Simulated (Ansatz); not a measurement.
**NaHgF3 (built on the sites of a database entry of KHgF3): a soft mode frozen in**

Which phase does NaHgF3 (built on the sites of a database entry of KHgF3) fall into along its unstable mode, and how much energy does it gain?

Main program and level: Ansatz 0.2.0; DFT PBEsol, scalar-relativistic, plane waves, norm-conserving pseudopotentials.

The structure was built from a prototype and need not be the compound's stable phase.

## (1) The starting structure

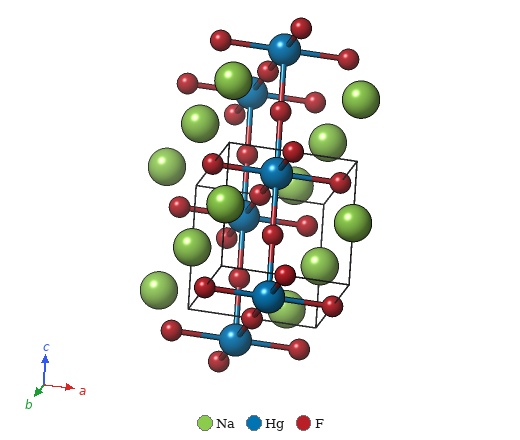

The cell as given, from a free direction (sodium green, mercury blue, fluorine red). 1×2×2 cells are drawn. Some periodic images of atoms are drawn too.

Structure file:

```cif
data_structure
_symmetry_space_group_name_H-M 'P 1'
_symmetry_Int_Tables_number 1
_cell_length_a 4.4872
_cell_length_b 4.4872
_cell_length_c 4.4879
_cell_angle_alpha 90.000
_cell_angle_beta 90.000
_cell_angle_gamma 90.006
_cell_volume 90.37
loop_
_atom_site_label
_atom_site_type_symbol
_atom_site_fract_x
_atom_site_fract_y
_atom_site_fract_z
_atom_site_occupancy
Na1 Na 0.00000 0.00000 0.50000 1
Hg2 Hg 0.50000 0.50000 0.00000 1
F3 F 0.50000 0.50000 0.50000 1
F4 F 0.50000 0.00000 0.00000 1
F5 F 0.00000 0.50000 0.00000 1
```

## (2) Linear response at the zone centre

The cell comes from relaxations at this level that are not shown. The zone centre is the only wavevector solved here; it holds the modes that light can see, as far as symmetry allows. No field response is asked.

input.yaml

```yaml
crystal:
  lattice:
    - [3.1727838361, -3.1731176919, 0.0]
    - [3.1727838361, 3.1731176919, 0.0]
    - [0.0, 0.0, 4.4879394888]
  atoms:
    - { symbol: Na, position: [0.0, 0.0, 0.5] }
    - { symbol: Hg, position: [0.5, 0.5, 0.0] }
    - { symbol: F, position: [0.5, 0.5, 0.5] }
    - { symbol: F, position: [0.5, 0.0, 0.0] }
    - { symbol: F, position: [0.0, 0.5, 0.0] }
kpoints:
  mp_grid: { grid: [8, 8, 8] }
hamiltonian:
  xc: pbesol
  pseudopotentials: { kind: nc }
scf:
  occupations: { method: gaussian, width: 0.01 }
output:
  eigenvalues: true
phonons:
  method: dfpt
```

On the command line:

```sh
ansatz run input.yaml --threads 4 --pin off --max-ram 14336MiB --backend cpu --events-out ev --progress --plain --runs-dir out
```

Numbers of over 12 decimals in the logs are rounded to 6 here.

Output:

```text
zone centre: on kpoints.mp_grid the ground state, and the responses unless they are solved on pairs of k-points, stand on 170 of the mesh's 512 k-points, reduced under 4 symmetry operations, with k and −k counted as one. Each operation leaves every solved displacement unchanged or reverses it
Engine: ansatz 0.2.0, x86_64-unknown-linux-gnu
Pseudopotentials: kind: nc
Pseudopotential: Na, nc, valence charge 9, recommended cutoff 1197.300995 eV (normal), Na.nc.azcp (PseudoDojo's, or run here from an input of PseudoDojo's: the run reads no file of this project's for it)
Pseudopotential: Hg, nc, valence charge 20, recommended cutoff 897.975746 eV (normal), Hg.nc.azcp (PseudoDojo's, or run here from an input of PseudoDojo's: the run reads no file of this project's for it)
Pseudopotential: F, nc, valence charge 7, recommended cutoff 1142.878222 eV (normal), F.nc.azcp (PseudoDojo's, or run here from an input of PseudoDojo's: the run reads no file of this project's for it)
Functional definition: PBEsol
  exchange = pbesol_x
  correlation = pbesol_c
Crystal: 5 atoms, lattice volume = 90.366 Å³
Basis set: ecut = 1197.300995 eV, 8409 PW (Γ), exchange–correlation on 108×108×108 points (8 copies of the dense FFT grid, shifted against one another)
Bands: 30, of which v1, the nominal top of the filled ones, is band 25 counted from 1 (24 counted from 0)
Symmetry: 8 space group operations
k-points: 170 of 512 (irreducible under 4 space group operations)
Non-local potential: Na, projectors of the file, l = 0: 2, l = 1: 2
Non-local potential: Hg, projectors of the file, l = 0: 2, l = 1: 2, l = 2: 2, l = 3: 1
Non-local potential: F, projectors of the file, l = 0: 2, l = 1: 2, l = 2: 1
Initial density: superposition of atomic densities (chi_scale 0.1, normalization cell, long waves kept (reshape's long-wave potential 0.02 eV rms))
Initial wavefunctions: pseudopotential atomic-orbital guess
Functional: x = pbesol(κ = 0.804, μ = 0.123457), c = pbesol(β = 0.046)
SCF iter   1: F=—  HF=-7788.545815 eV  |F-HF|=—  |Δ(HF+E_count)|=         —  Δρ=1.86e-1  dr2=2.54e1  ethr=3.10e-3  ⟨swp⟩=7.5  Hψ=27163  notcnv=0
preconditioner: auto → LDOS  [insulator: Δε(μ)=0.032 eV  Ē_g=13.143 eV  σ=0.010 eV  W_gap=0.57  n_scr=26 (ndim 8)  ℏωp=22.8 eV  f_vac=0.237  D(μ)=4.38/eV (n_scr^D=32)  ε∞_Penn≈4.0  β→1.0]
SCF iter   2: F=—  HF=-7784.058042 eV  |F-HF|=—  |Δ(HF+E_count)|=    4.49e0  Δρ=1.36e-1  dr2=8.82e0  ethr=3.10e-3  ⟨swp⟩=4.1  Hψ=12725  notcnv=0  defer=162
preconditioner: auto → Resta (q_TF=auto, 2.472 Å⁻¹)  ε∞=3.2  [insulator: Δε(μ)=0.142 eV  Ē_g=16.510 eV  σ=0.010 eV  W_gap=1.00  n_scr=26 (ndim 8)  ℏωp=24.7 eV  f_vac=0.224  D(μ)=0.00/eV (n_scr^D=0)  ε∞_Penn≈3.2  β→0.5]
SCF iter   3: F=—  HF=-7780.661874 eV  |F-HF|=—  |Δ(HF+E_count)|=    3.40e0  Δρ=4.18e-2  dr2=8.14e-1  ethr=3.10e-3  ⟨swp⟩=3.9  Hψ=14265  notcnv=0  defer=170
SCF iter   4: F=—  HF=-7780.381541 eV  |F-HF|=—  |Δ(HF+E_count)|=   2.80e-1  Δρ=7.95e-3  dr2=6.16e-2  ethr=1.63e-3  ⟨swp⟩=2.4  Hψ=9339  notcnv=0  defer=170
SCF iter   5: F=—  HF=-7780.373374 eV  |F-HF|=—  |Δ(HF+E_count)|=   8.17e-3  Δρ=3.43e-3  dr2=1.14e-2  ethr=1.23e-4  ⟨swp⟩=2.4  Hψ=10007  notcnv=0  defer=173
SCF iter   6: F=—  HF=-7780.375504 eV  |F-HF|=—  |Δ(HF+E_count)|=   2.13e-3  Δρ=2.86e-3  dr2=5.10e-3  ethr=2.28e-5  ⟨swp⟩=3.1  Hψ=9060  notcnv=0  defer=170
SCF iter   7: F=—  HF=-7780.375259 eV  |F-HF|=—  |Δ(HF+E_count)|=   2.46e-4  Δρ=6.58e-4  dr2=2.60e-4  ethr=1.02e-5  ⟨swp⟩=2.8  Hψ=8693  notcnv=0  defer=170
SCF iter   8: F=—  HF=-7780.375610 eV  |F-HF|=—  |Δ(HF+E_count)|=   3.51e-4  Δρ=1.27e-4  dr2=1.46e-5  ethr=5.20e-7  ⟨swp⟩=2.2  Hψ=9823  notcnv=0  defer=170
SCF iter   9: F=—  HF=-7780.375651 eV  |F-HF|=—  |Δ(HF+E_count)|=   4.08e-5  Δρ=1.93e-5  dr2=2.32e-7  ethr=2.92e-8  ⟨swp⟩=2.0  Hψ=9071  notcnv=0  defer=170
SCF iter  10: F=—  HF=-7780.376036 eV  |F-HF|=—  |Δ(HF+E_count)|=   3.85e-4  Δρ=4.30e-6  dr2=9.79e-9  ethr=4.63e-10  ⟨swp⟩=2.0  Hψ=8862  notcnv=0  defer=170
SCF iter  11: F=—  HF=-7780.376036 eV  |F-HF|=—  |Δ(HF+E_count)|=   2.46e-8  Δρ=1.57e-6  dr2=1.20e-9  ethr=1.96e-11  ⟨swp⟩=2.0  Hψ=9147  notcnv=0  defer=170
SCF iter  12: F=—  HF=-7780.376036 eV  |F-HF|=—  |Δ(HF+E_count)|=  1.36e-10  Δρ=2.46e-7  dr2=2.86e-11  ethr=2.40e-12  ⟨swp⟩=2.0  Hψ=9161  notcnv=0  defer=170
SCF iter  13: F=-7780.376036 eV  HF=-7780.376036 eV  |F-HF|=2.73e-12  |Δ(HF+E_count)|=  7.28e-11  Δρ=5.59e-8  dr2=1.41e-12  ethr=1.00e-12  ⟨swp⟩=15.7  Hψ=35055  notcnv=0
the search or the solves at the SCF's close seem to have found levels that the self-consistency loop had missed (the run counts 1). By its estimate they hold under 1e-12 electrons; where the run keeps them, the occupations were computed again with them
SCF 1 converged in 13 iterations: F = -7780.376036 eV  dr2 = 1.41e-12
DFPT response loops at Γ: preconditioner auto → none (the input reference at scf.mixing.eps_inf says where Resta's filter doesn't serve); β = 0.50; Broyden in place of MSR1
SCF converged after 13 iterations
Free energy (F): -7780.376036 eV
Harris-Foulkes:  -7780.376036 eV  (|F-HF|=2.73e-12)
Internal energy: -7780.376036 eV  (E = F + TS)
E sigma→0 (E₀):  -7780.376036 eV
Fermi energy:    3.867319 eV
--- Per-component energies (eV) ---
  E_band       = -879.808931
  E_kinetic    = 3372.774748
  E_local      = -7987.217272  (includes V_loc(G=0)·N_el)
  E_nonlocal   = -453.879913
  E_hartree    = 2740.229434
  E_xc         = -1372.929502
  E_vxc        = -1291.945394  (∫ρ·V_xc dr)
  E_ewald      = -4079.353531
  E_smearing   = -0.000000  (= −TS)
  E_closure    = -0.000000  (closes the sum)
  Σ components = -7780.376036   (vs F -7780.376036, Δ=0.00e0)
--- Band table (eV; the first three rows and the last of 170) ---
  k-point 0: bands = [... 21 lower, 0.9309, 0.9750, 0.9756, 0.9758, 3.9828, 8.7644, 13.3239, 13.3257, ... 1 higher]
  k-point 1: bands = [... 21 lower, 0.9619, 1.0153, 1.0442, 1.0443, 4.3025, 8.8352, 12.3892, 13.3709, ... 1 higher]
  k-point 2: bands = [... 21 lower, 0.9524, 1.2287, 1.2288, 1.2909, 5.1427, 8.9206, 11.6601, 13.5171, ... 1 higher]
  k-point 169: bands = [... 21 lower, 1.4604, 1.4605, 3.7499, 3.7510, 9.5198, 9.9640, 11.2310, 11.2313, ... 1 higher]
--- Phonons (Γ-DFPT): 12 representative perturbations + reference, on 170 of 512 k-points (Σ response iterations 45) ---
  k mesh reduced under 4 symmetry operations, with k and −k counted as one. Each operation leaves every solved displacement unchanged or reverses it
  ASR residual: 2.115e-2 → 0.000e0 eV/Å²; symmetrization residual: 2.195e-5 eV/Å²
  ASR residual per site (eV/Å²): 2.11e-2 1.69e-4 1.44e-4 1.15e-4 1.15e-4
  Γ frequencies (cm⁻¹): -130.99 -130.98 -130.97 -97.73 -97.71 -97.66 0.00 0.00 0.00 92.12 92.13 92.14 408.05 408.40 408.42
  non-analytic LO–TO correction: not included (Born effective charges unavailable; polar crystals: no LO–TO splitting at Γ)
```

The job ended after 7.8 min (4 threads of Intel Xeon Platinum 8488C (Sapphire Rapids), shared host; peak memory 4.9 GiB; 30 min of CPU time).

This step gave:

| Item | Value |
| --- | --- |
| gap on the k-mesh | 0.2317 eV |
| volume per atom | 18.07 Å³ |
| sum-rule residual before enforcement | 0.02115 eV/Å² |
| point group | mmm |
| highest optical mode at the zone centre (no LO-TO term) | 408.4 cm⁻¹ |
| lowest optical zone-centre mode | -131.0 cm⁻¹ |

Without the LO-TO term. Patterns of degenerate modes are one choice out of their space. Modes at Γ, with each element's share of the kinetic energy (negative means imaginary):

```
mode  frequency (cm⁻¹)  symmetry  Na %  Hg %  F %
   1            -131.0       T1u    58     0   42
   2            -131.0       T1u    58     0   42
   3            -131.0       T1u    58     0   42
   4             -97.7       T2u     0     0  100
   5             -97.7       T2u     0     0  100
   6             -97.7       T2u     0     0  100
   7               0.0  acoustic     8    71   20
   8               0.0  acoustic     8    71   20
   9               0.0  acoustic     8    71   20
  10              92.1       T1u    34    22   44
  11              92.1       T1u    34    22   44
  12              92.1       T1u    34    22   44
  13             408.1       T1u     0     6   94
  14             408.4       T1u     0     6   94
  15             408.4       T1u     0     6   94
```

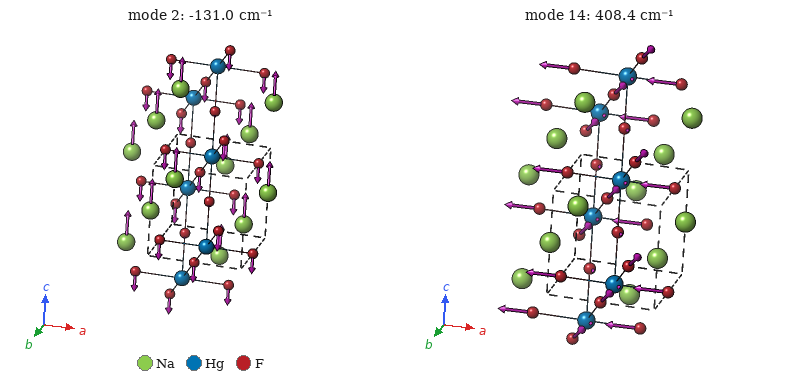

Displacement patterns of modes 2 and 14 at Γ; arrows are exaggerated. 1×2×2 cells are drawn. Some periodic images of atoms are drawn too.

Before it was imposed, the acoustic sum rule was missed by 0.021 eV/Å². Small misses are needed for a sound result but don't prove that mesh and cutoff are converged. The lowest optical mode is imaginary, 131.0i cm⁻¹, so the energy falls along it.

## (3) The mode frozen in, largest atomic shift 0 Å

The mode followed lies at Γ with frequency 131.0i cm⁻¹ and is 3-fold degenerate, the softest among the wavevectors solved. At small amplitude the distorted cell has space group no. 160 by a symmetry search on the positions. The undistorted cell that holds it gives the zero of energy on the same k mesh.

Edit input.yaml of step 2 so:

```diff
@@ -19,4 +19,4 @@
 output:
+  forces: true
+  stress: true
   eigenvalues: true
-phonons:
-  method: dfpt
```

Output:

```text
[...]
Crystal: 5 atoms, lattice volume = 90.366 Å³
Basis set: ecut = 1197.300995 eV, 8409 PW (Γ), exchange–correlation on 108×108×108 points (8 copies of the dense FFT grid, shifted against one another)
Bands: 30, of which v1, the nominal top of the filled ones, is band 25 counted from 1 (24 counted from 0)
Symmetry: 8 space group operations
[...]
k-points: 105 of 512
[...]
P = ⅓ Tr σ = 0.0014 GPa (0.014 kbar)
--- Band table (eV; the first three rows and the last of 105) ---
  k-point 0: bands = [... 21 lower, 0.9309, 0.9750, 0.9756, 0.9758, 3.9828, 8.7644, 13.3240, 13.3258]
  k-point 1: bands = [... 21 lower, 0.9620, 1.0153, 1.0443, 1.0443, 4.3025, 8.8351, 12.3891, 13.3710]
  k-point 2: bands = [... 21 lower, 0.9524, 1.2288, 1.2289, 1.2909, 5.1427, 8.9206, 11.6601, 13.5172]
  k-point 104: bands = [... 21 lower, 1.4604, 1.4604, 3.7499, 3.7510, 9.5198, 9.9641, 11.2310, 11.2314]
[key lines of the parts left out:]
SCF converged after 10 iterations
Free energy (F): -7780.376036 eV
Fermi energy:    3.867311 eV
```

It took 14 s on 4 threads; peak memory 1.2 GiB.

Numbers from this step:

| Item | Value |
| --- | --- |
| pressure | 0.001423 GPa |
| gap on the k-mesh | 0.2318 eV |
| energy from the undistorted cell | 0 meV/atom |

The run ends at a pressure of 0.00 GPa.

## (4) The mode frozen in, largest atomic shift 0.6 Å

The atoms are moved along the unstable eigenvector, the largest shift by 0.6 Å, with the cell fixed.

input.yaml, the sections that differ from step 3:

```yaml
crystal:
  lattice:
    - [3.1727838361, -3.1731176919, 0.0]
    - [3.1727838361, 3.1731176919, 0.0]
    - [0.0, 0.0, 4.4879394888]
  atoms:
    - { symbol: Na, position: [0.0771998083, -0.0772057454, 0.4228285519] }
    - { symbol: Hg, position: [0.5013556001, 0.4986442954, -0.0013621423] }
    - { symbol: F, position: [0.4487917743, 0.551212167, 0.5053176732] }
    - { symbol: F, position: [0.4487841922, 0.0053079726, 0.0512243403] }
    - { symbol: F, position: [-0.0053075639, 0.5512197458, 0.0512243403] }
# kpoints, hamiltonian, scf, output: as in step 3
```

Output:

```text
[...]
--- Band table (eV; the first three rows and the last of 150) ---
  k-point 0: bands = [... 21 lower, 0.8832, 0.9233, 1.1418, 1.1418, 3.8545, 9.0087, 13.0802, 13.0810]
  k-point 1: bands = [... 21 lower, 0.8883, 1.0103, 1.1478, 1.3213, 4.1632, 9.0609, 12.4887, 13.1544]
  k-point 2: bands = [... 21 lower, 0.8982, 1.0988, 1.2063, 1.4661, 4.9394, 9.0787, 11.8577, 13.3573]
  k-point 149: bands = [... 21 lower, 1.2091, 1.2756, 3.1452, 3.1461, 8.4668, 10.1845, 11.1772, 11.1772]
[key lines of the parts left out:]
SCF converged after 10 iterations
Free energy (F): -7780.704962 eV
Fermi energy:    3.502259 eV
P = ⅓ Tr σ = -0.1806 GPa (-1.806 kbar)
```

The job ended after 33 s (4 threads; peak memory 1.4 GiB; 2.1 min of CPU time).

This step gave:

```
pressure                         : -0.1806 GPa
gap on the k-mesh                : 0.7045 eV
energy from the undistorted cell : -65.78 meV/atom
```

The energy, extrapolated to zero smearing, is -65.78 meV/atom against the undistorted cell.

The run ends at a pressure of -0.18 GPa, with forces up to 0.35 eV/Å.

## (5) Energy along the mode, all amplitudes (two of the runs are shown above)

An imaginary frequency means negative curvature, so the energy should fall and then rise again as anharmonic terms take over.

Numbers from this step:

```
depth at the lowest point sampled  : 65.78 meV/atom
largest atomic shift at that point : 0.6 Å
```

Table of energy from the parent by largest atomic shift:

```
largest atomic shift (Å)  energy from the parent (meV/atom)
                   0.000                                  0
                   0.040                             -0.401
                   0.080                              -1.60
                   0.140                              -4.88
                   0.220                              -11.9
                   0.320                              -24.2
                   0.450                              -44.3
                   0.600                              -65.8
```

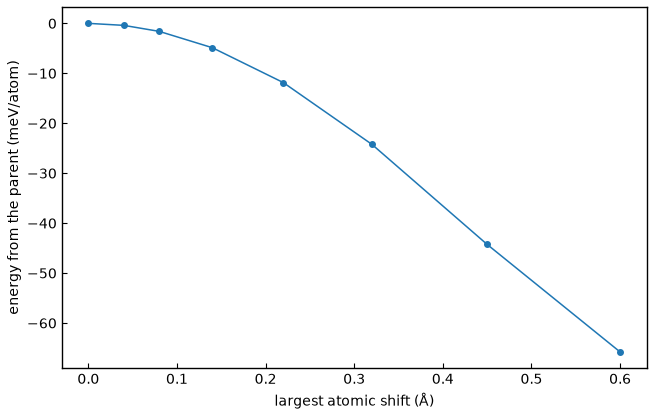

Energy from the parent against largest atomic shift.

Displacement at unit largest shift by atom:

```
atom  x (Å)  y (Å)  z (Å)  size
 Na1   0.00  -0.82  -0.58  1.00
 Hg2   0.00  -0.01  -0.01  0.02
  F3   0.00   0.54   0.04  0.54
  F4  -0.24   0.30   0.38  0.54
  F5   0.24   0.30   0.38  0.54
```

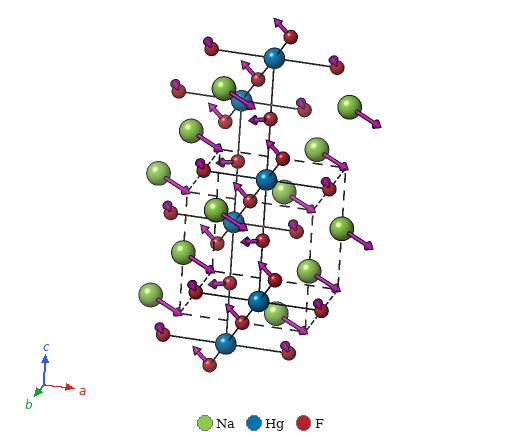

Displacement at unit largest shift as arrows, the longest 1.00 Å. 1×2×2 cells are drawn. Some periodic images of atoms are drawn too.

The lowest of the steps tried is the last one, at 0.6 Å, 65.8 meV/atom below the parent; the bottom of the well need not coincide with a step.

[end of part 1 of 3]

[Logs are printed without paths, hosts, clocks, repeated set-up lines and the standing remarks that a program may print on its own settings, such as how far it seeks lower states.]

[Hosts, paths, dates, database ids (printed as entryN), source tags and the programs' standing remarks are cut or masked in the printed files.]
